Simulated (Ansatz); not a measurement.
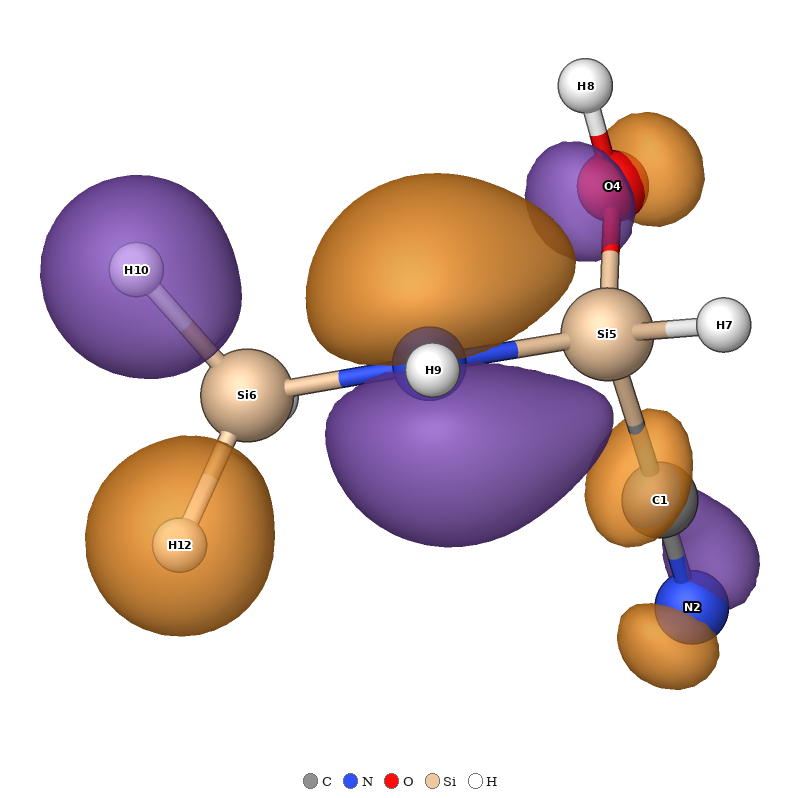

The picture shows: CH6N2OSi2. One frontier orbital at ±0.1 Å⁻³ᐟ² (orange and purple are the two phases), seen at a tilt.

Geometry: B3LYP/def2-SVP.

Computed with isolated molecule in a Gaussian basis; Kohn-Sham density functional theory, functional PBE0 in Ansatz 0.2.0.

The calculation's input:

```
basis:
  gaussian:
    orbitals: def2-SVPD
crystal:
  periodic: [false, false, false]
  atoms:
    - symbol: C
      position_ang: [0.480883, -1.702092, 3.003987]
    - symbol: "N"
      position_ang: [0.144421, -2.031845, 4.064993]
    - symbol: N
      position_ang: [-0.386253, -0.528013, 0.430681]
    - symbol: O
      position_ang: [1.713000, -2.427483, 0.664192]
    - symbol: Si
      position_ang: [0.983716, -1.089632, 1.315308]
    - symbol: Si
      position_ang: [-1.861686, -1.373964, -0.022300]
    - symbol: H
      position_ang: [1.898659, 0.064041, 1.495309]
    - symbol: H
      position_ang: [2.033450, -2.362736, -0.243786]
    - symbol: H
      position_ang: [-0.350302, 0.460915, 0.188206]
    - symbol: H
      position_ang: [-2.001788, -1.452471, -1.507050]
    - symbol: H
      position_ang: [-1.769042, -2.745994, 0.542854]
    - symbol: H
      position_ang: [-3.063374, -0.672190, 0.514194]
hamiltonian:
  xc: {name: PBE0}
output: {forces: true, orbitals: {seedname: orbitals}}
```

Command:

```sh
ansatz run input.yaml --threads 2 --pin off --max-ram 5220MiB --events-out events.jsonl --progress --plain --runs-dir runs
```

### Which orbital is it: HOMO or LUMO?

The HOMO, at −8.28 eV. By Hirshfeld shares it lies mainly on N3 (about 50 %), Si6 (about 15 %), H10 (about 10 %) and H12 (about 10 %).
